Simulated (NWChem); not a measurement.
# the pair CH3Cu···CH4: a chain of runs

Aim: the energy (singlet C2H7Cu, TPSS-D3(0)/def2-SVPD), then a single-point energy (singlet CH3Cu, TPSS-D3(0)/def2-SVPD), then the energy (singlet CH4, TPSS-D3(0)/def2-SVPD), then a single-point energy (singlet CH3Cu, TPSS-D3(0)/def2-SVPD), then the energy (singlet CH4, TPSS-D3(0)/def2-SVPD) of C2H7Cu and its partners. 

The calculation is run with NWChem 7.3.0.

### Step 1. The molecule

C2H7Cu: 10 atoms, total charge 0, spin state singlet. The two molecules were placed rigidly side by side, at 1.3 times their contact distance; the pair isn't optimised.

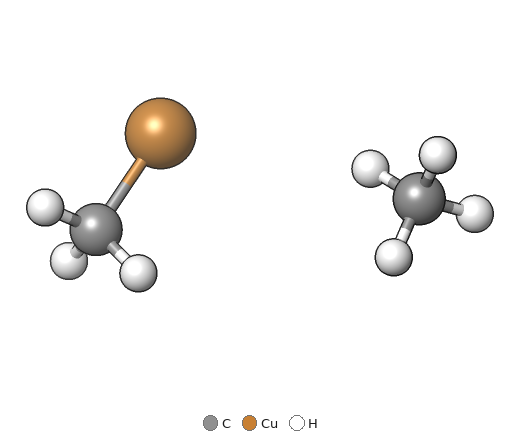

The structure, seen from a chosen angle (carbon grey, copper orange, hydrogen white).

### Step 2. The energy at TPSS-D3(0)/def2-SVPD (run 1)

Input file run.nw:

```
echo
start run
memory 2200 mb
geometry noautosym nocenter noautoz
C     -0.160480     0.003540    -0.055540
Cu     1.635420    -0.036160     0.565660
H     -0.708680    -0.820660     0.404260
H     -0.158180    -0.104660    -1.141540
H     -0.608080     0.957940     0.227160
C      3.906870    -0.391910    -3.175740
H      4.380880    -1.372310    -3.214300
H      4.566380     0.348390    -3.627730
H      3.714970    -0.121810    -2.137660
H      2.965250    -0.422060    -3.723200
end
basis spherical bse
* library def2-SVPD
end
dft
xc xtpss03 ctpss03
mult 1
disp vdw 3
grid fine
convergence energy 1e-08
maxiter 100
mulliken
print low
end
task dft energy
```

Launch:

```console
$ nwchem run.nw > run.out
```

The program printed:

```text
[...]
 d= 0,ls=0.0,diis     1  -1720.4868567385 -1.85D+03  5.28D-01  2.22D+00     4.2
[...]
 d= 0,ls=0.0,diis    12  -1720.6888528263 -3.21D-09  7.08D-07  4.70D-09    42.7
         Total DFT energy =    -1720.688852826295
      One electron energy =    -2659.477139930139
           Coulomb energy =      885.115660116440
    Exchange-Corr. energy =      -80.576713831424
 Nuclear repulsion energy =      134.252504520931
    Dispersion correction =       -0.003163702103
[...]
      Total Density - Mulliken Population Analysis
     ---------------------------------------------
    Atom       Charge   Shell Charges
 -----------   ------   -------------------------------------------------------
    1 C    6     6.03   1.99  0.91  0.00 -0.19  2.05  1.11  0.02  0.13
    2 Cu  29    28.88   2.00  2.00  2.00  0.96  0.16  6.00  6.01  0.07  0.01  7.79  1.88  0.00
    3 H    1     1.02   0.76  0.16  0.02  0.08
    4 H    1     1.03   0.76  0.17  0.02  0.08
    5 H    1     1.02   0.76  0.17  0.02  0.08
    6 C    6     5.77   1.98  0.91 -0.25  0.07  2.13  0.89  0.02  0.01
    7 H    1     1.04   0.77  0.15  0.02  0.10
    8 H    1     1.03   0.77  0.14  0.02  0.10
    9 H    1     1.12   0.77  0.20  0.02  0.13
   10 H    1     1.04   0.76  0.15  0.02  0.10
[...]
```

It took 44 s on 1 thread of Intel Xeon Platinum 8559C (Emerald Rapids), shared host; peak memory 0.12 GiB.

### Step 3. CH3Cu: the energy at TPSS-D3(0)/def2-SVPD (run 2)

Input file ch3cu.nw:

```
start ch3cu
title "CH3Cu TPSS"
memory total 2200 mb
geometry units atomic noautosym nocenter noautoz
  C   -0.30326325   0.00668963  -0.10495539
  Cu   3.09049590  -0.06833250   1.06894248
  H   -1.33921111  -1.55082264   0.76394068
  H   -0.29891688  -0.19777874  -2.15719796
  H   -1.14910466   1.81024424   0.42927019
end
basis "ao basis" spherical bse
  * library def2-SVPD
end
dft
  xc xtpss03 ctpss03
  disp vdw 3
  grid fine
  convergence energy 1e-08
  maxiter 100
  mulliken
  noprint "final vectors analysis"
end
task dft energy
```

Launch:

```console
$ nwchem ch3cu.nw > ch3cu.out
```

The program printed:

```text
[...]
          Wavefunction type:  closed shell.
          No. of atoms     :     5
          No. of electrons :    38
[...]
          Charge           :     0
          Spin multiplicity:     1
[...]
          AO basis - number of functions:    78
[...]
              XC Information
              --------------
                  TPSS metaGGA Exchange Functional  1.000
             TPSS03 metaGGA Correlation Functional  1.000
[...]
 d= 0,ls=0.0,diis     1  -1679.9998359271 -1.76D+03  1.89D+00  2.12D+00     1.6
[...]
 d= 0,ls=0.0,diis    12  -1680.1885434183 -5.83D-09  1.38D-07  6.88D-11    14.2
         Total DFT energy =    -1680.188543418251
      One electron energy =    -2491.510976042812
           Coulomb energy =      808.357722546819
    Exchange-Corr. energy =      -73.676082386665
 Nuclear repulsion energy =       76.642778436799
    Dispersion correction =       -0.001985972393
[...]
      Total Density - Mulliken Population Analysis
     ---------------------------------------------
    Atom       Charge   Shell Charges
 -----------   ------   -------------------------------------------------------
    1 C    6     6.05   1.99  0.91  0.01 -0.19  2.05  1.12  0.02  0.14
    2 Cu  29    28.87   2.00  2.00  2.00  0.94  0.17  6.00  6.00  0.07  0.01  7.79  1.88  0.00
    3 H    1     1.03   0.76  0.16  0.02  0.08
    4 H    1     1.03   0.76  0.16  0.02  0.08
    5 H    1     1.03   0.76  0.16  0.02  0.08
[...]
```

Run time: 15 s. Hardware: 1 thread of Intel Xeon Platinum 8559C (Emerald Rapids), shared host; peak memory 0.12 GiB.

### Step 4. CH4: the energy at TPSS-D3(0)/def2-SVPD (run 3)

Input file ch4.nw:

```
start ch4
title "CH4 TPSS"
memory 2200 mb
charge 0

geometry units bohr noautosym nocenter noautoz
  C   7.38291430 -0.74060257 -6.00127884
  H   8.27866338 -2.59329006 -6.07414668
  H   8.62920758  0.65836168 -6.85541615
  H   7.02027586 -0.23018754 -4.03959195
  H   5.60351039 -0.79757781 -7.03582831
end

basis spherical bse
  * library def2-SVPD
end

dft
  xc xtpss03 ctpss03
  disp vdw 3
  grid fine
  convergence energy 1e-08
  iterations 100
  mulliken
  print low
end

task dft
```

Launch:

```console
$ nwchem ch4.nw > ch4.out
```

The program printed:

```text
[...]
 d= 0,ls=0.0,diis     1    -40.4848227714 -5.39D+01  7.74D-03  8.55D-02     0.5
[...]
 d= 0,ls=0.0,diis     6    -40.4964125457 -8.83D-10  2.96D-08  5.30D-12     2.2
         Total DFT energy =      -40.496412545689
      One electron energy =      -79.746449047745
           Coulomb energy =       32.715378312859
    Exchange-Corr. energy =       -6.904992273559
 Nuclear repulsion energy =       13.439761485988
    Dispersion correction =       -0.000111023232
[...]
      Total Density - Mulliken Population Analysis
     ---------------------------------------------
    Atom       Charge   Shell Charges
 -----------   ------   -------------------------------------------------------
    1 C    6     5.79   1.98  0.91 -0.23  0.07  2.13  0.89  0.02  0.01
    2 H    1     1.05   0.77  0.16  0.02  0.11
    3 H    1     1.05   0.77  0.16  0.02  0.11
    4 H    1     1.05   0.77  0.16  0.02  0.11
    5 H    1     1.05   0.77  0.16  0.02  0.11
[...]
```

Run time: 2.8 s. Hardware: 1 thread of Intel Xeon Platinum 8559C (Emerald Rapids), shared host; peak memory 0.12 GiB.

### Step 5. CH3Cu among ghost functions: a single-point energy at TPSS-D3(0)/def2-SVPD (with ghost functions) (run 4)

Input file ch3cu.nw:

```
echo
start ch3cu
memory stack 880 mb heap 220 mb global 1100 mb
geometry units atomic noautosym nocenter noautoz
 C   -0.30326325   0.00668963  -0.10495539
 Cu   3.09049590  -0.06833250   1.06894248
 H   -1.33921111  -1.55082264   0.76394068
 H   -0.29891688  -0.19777874  -2.15719796
 H   -1.14910466   1.81024424   0.42927019
 bqC      7.382914    -0.740603    -6.001279
 bqH      8.278663    -2.593290    -6.074147
 bqH      8.629208     0.658362    -6.855416
 bqH      7.020276    -0.230188    -4.039592
 bqH      5.603510    -0.797578    -7.035828
end
basis spherical bse
 C library def2-SVPD
 Cu library def2-SVPD
 H library def2-SVPD
 bqC library C def2-SVPD
 bqH library H def2-SVPD
end
dft
 xc xtpss03 ctpss03
 disp vdw 3
 grid fine
 convergence energy 1e-08
 maxiter 100
 mulliken
 noprint "final vectors analysis"
end
task dft energy
```

Launch:

```console
$ nwchem ch3cu.nw > ch3cu.out
```

The program printed:

```text
[...]
          Wavefunction type:  closed shell.
          No. of atoms     :    10
          No. of electrons :    38
[...]
          Charge           :     0
          Spin multiplicity:     1
[...]
          AO basis - number of functions:   130
[...]
              XC Information
              --------------
                  TPSS metaGGA Exchange Functional  1.000
             TPSS03 metaGGA Correlation Functional  1.000
[...]
 d= 0,ls=0.0,diis     1  -1680.0008740059 -1.76D+03  4.58D-01  2.14D+00     4.1
[...]
 d= 0,ls=0.0,diis    12  -1680.1911474788 -4.80D-10  2.90D-08  8.25D-12    42.7
         Total DFT energy =    -1680.191147478801
      One electron energy =    -2491.413486174779
           Coulomb energy =      808.252738403788
    Exchange-Corr. energy =      -73.671192172216
 Nuclear repulsion energy =       76.642778436799
    Dispersion correction =       -0.001985972393
[...]
      Total Density - Mulliken Population Analysis
     ---------------------------------------------
    Atom       Charge   Shell Charges
 -----------   ------   -------------------------------------------------------
    1 C    6     6.03   1.99  0.91  0.00 -0.19  2.05  1.11  0.02  0.13
    2 Cu  29    28.88   2.00  2.00  2.00  0.96  0.17  6.00  6.01  0.07  0.01  7.79  1.88  0.00
    3 H    1     1.02   0.76  0.16  0.02  0.08
    4 H    1     1.03   0.76  0.17  0.02  0.09
    5 H    1     1.02   0.76  0.17  0.02  0.08
    6 X    0     0.01  -0.00 -0.00  0.00  0.01 -0.00  0.00 -0.00 -0.00
    7 X    0    -0.00   0.00 -0.00 -0.00  0.00
    8 X    0    -0.00  -0.00 -0.00 -0.00  0.00
    9 X    0     0.00  -0.00 -0.01 -0.00  0.01
   10 X    0    -0.00   0.00 -0.00 -0.00  0.00
[...]
```

It took 44 s on 1 thread of Intel Xeon Platinum 8559C (Emerald Rapids), shared host; peak memory 0.12 GiB.

### Step 6. CH4 among ghost functions: a single-point energy at TPSS-D3(0)/def2-SVPD (with ghost functions) (run 5)

Input file job.nw:

```
start job
title "CH4"
memory stack 880 mb heap 220 mb global 1100 mb

geometry units angstrom noautosym nocenter noautoz
 C     3.906870   -0.391910   -3.175740
 H     4.380880   -1.372310   -3.214300
 H     4.566380    0.348390   -3.627730
 H     3.714970   -0.121810   -2.137660
 H     2.965250   -0.422060   -3.723200
 bqC     -0.160480     0.003540    -0.055540
 bqCu     1.635420    -0.036160     0.565660
 bqH     -0.708680    -0.820660     0.404260
 bqH     -0.158180    -0.104660    -1.141540
 bqH     -0.608080     0.957940     0.227160
end

basis "ao basis" spherical bse
 C library def2-SVPD
 H library def2-SVPD
 bqC library C def2-SVPD
 bqCu library Cu def2-SVPD
 bqH library H def2-SVPD
end

dft
 xc xtpss03 ctpss03
 disp vdw 3
 grid fine
 convergence energy 1e-08
 iterations 100
 mulliken
 noprint "final vectors analysis"
end

task dft energy
```

Launch:

```console
$ nwchem job.nw > job.out
```

The program printed:

```text
[...]
          Wavefunction type:  closed shell.
          No. of atoms     :    10
          No. of electrons :    10
[...]
          Charge           :     0
          Spin multiplicity:     1
[...]
          AO basis - number of functions:   130
[...]
              XC Information
              --------------
                  TPSS metaGGA Exchange Functional  1.000
             TPSS03 metaGGA Correlation Functional  1.000
[...]
 d= 0,ls=0.0,diis     1    -40.4848775107 -5.39D+01  3.21D-03  8.57D-02     3.0
[...]
 d= 0,ls=0.0,diis     6    -40.4964688237 -9.06D-10  2.53D-08  7.69D-12    17.7
         Total DFT energy =      -40.496468823709
      One electron energy =      -79.745721746406
           Coulomb energy =       32.714377054812
    Exchange-Corr. energy =       -6.904775553051
 Nuclear repulsion energy =       13.439762444106
    Dispersion correction =       -0.000111023169
[...]
      Total Density - Mulliken Population Analysis
     ---------------------------------------------
    Atom       Charge   Shell Charges
 -----------   ------   -------------------------------------------------------
    1 C    6     5.76   1.98  0.91 -0.25  0.07  2.13  0.88  0.02  0.01
    2 H    1     1.05   0.77  0.15  0.02  0.10
    3 H    1     1.04   0.77  0.15  0.02  0.10
    4 H    1     1.11   0.77  0.21  0.02  0.11
    5 H    1     1.05   0.77  0.16  0.02  0.10
    6 X    0    -0.00  -0.00 -0.00  0.00  0.00 -0.00  0.00 -0.00 -0.00
    7 X    0     0.00   0.00  0.00  0.00  0.00  0.00 -0.00 -0.00 -0.00  0.00  0.00 -0.00 -0.00
    8 X    0     0.00   0.00  0.00 -0.00 -0.00
    9 X    0     0.00  -0.00 -0.00  0.00  0.00
   10 X    0    -0.00   0.00  0.00 -0.00 -0.00
[...]
```

Wall time 18 s (1 thread of Intel Xeon Platinum 8559C (Emerald Rapids), shared host); peak memory 0.13 GiB.

### Step 7. What came out

| quantity | value |
| --- | --- |
| run 1, TPSS-D3(0)/def2-SVPD: total energy | -1720.68885 Eh |
| run 1, TPSS-D3(0)/def2-SVPD: dispersion energy | -8.31 kJ/mol |
| CH3Cu: total energy | -1680.18854 Eh |
| CH3Cu: dipole moment | 1.98 D |
| CH3Cu: dispersion energy | -5.21 kJ/mol |
| CH4: total energy | -40.49641 Eh |
| CH4: dispersion energy | -0.29 kJ/mol |
| CH3Cu among ghost functions: total energy | -1680.19115 Eh |
| CH3Cu among ghost functions: dipole moment | 1.92 D |
| CH3Cu among ghost functions: dispersion energy | -5.21 kJ/mol |
| CH4 among ghost functions: total energy | -40.49647 Eh |
| CH4 among ghost functions: dipole moment | 0.00 D |
| CH4 among ghost functions: dispersion energy | -0.29 kJ/mol |
| interaction energy of the rigid parts CH3Cu and CH4 (parts in their own basis; closest atoms 3.41 Å apart) | -0.106 eV |
| interaction energy of the rigid parts CH3Cu and CH4 (parts in the whole basis, counterpoise; closest atoms 3.41 Å apart) | -0.034 eV |

In words: The interaction energy of the rigid parts CH3Cu and CH4 (parts in their own basis; closest atoms 3.41 Å apart) is −0.11 eV (−10.2 kJ/mol): the parts attract. Without counterpoise this holds the superposition error of the basis. The interaction energy of the rigid parts CH3Cu and CH4 (parts in the whole basis, counterpoise; closest atoms 3.41 Å apart) is −0.03 eV (−0.8 kcal/mol): the parts attract. The basis-set superposition error is 7.0 kJ/mol. Mulliken charges (run 1, TPSS-D3(0)/def2-SVPD) run from -0.12 on H9 to +0.23 on C6; in a basis this large or diffuse they mean little. Mulliken charges (CH3Cu) run from -0.05 on C1 to +0.13 on Cu2; in a basis this large or diffuse they mean little. Mulliken charges (CH4) run from -0.05 on H2 to +0.21 on C1; in a basis this large or diffuse they mean little.
